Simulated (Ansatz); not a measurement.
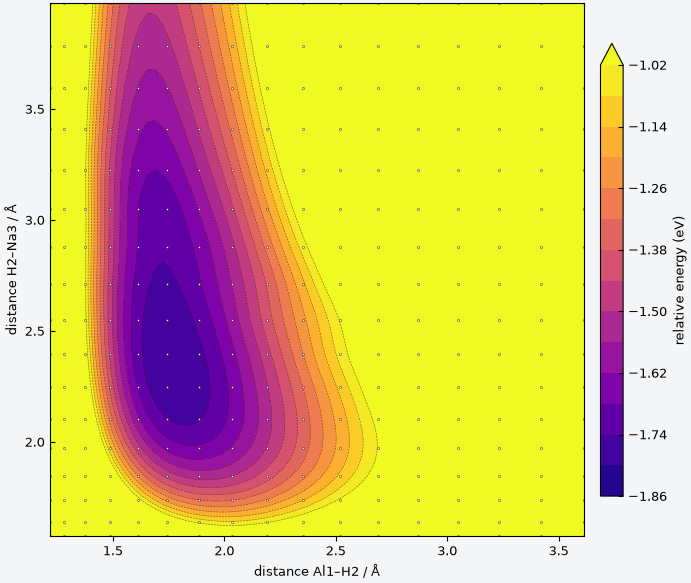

The system Al + HNa, spin multiplicity 2. 
- Coordinates scanned: (1) distance Al1–H2; (2) distance H2–Na3.
- Nothing is relaxed (the angle Al1–H2–Na3 is fixed at 90 degrees).
- The grid has 17 × 17 points.
- Energies are in eV, from Al far from the relaxed HNa (each part in its own basis).
- In part of the range the unrestricted reference is strongly spin-contaminated.
- Computed with UKS PBE0-D4/def2-SVPD (Ansatz).

In the figure: filled contours, dots at the grid points, one colour for all values above the top of the scale. Between grid points the surface is interpolated.

### Where is the minimum, and how stiff is the well along each coordinate?

The interpolated minimum is at distance Al1–H2 ≈ 1.766 Å, distance H2–Na3 ≈ 2.344 Å. The curvatures there are about 6 eV/Å² and 1.3 eV/Å², with a cross term of about 1 eV/Å². Round the minimum the valley is somewhat tilted: raising distance Al1–H2 shifts the best value of distance H2–Na3 downwards (coupling k₁₂/√(k₁₁k₂₂) about 0.4).
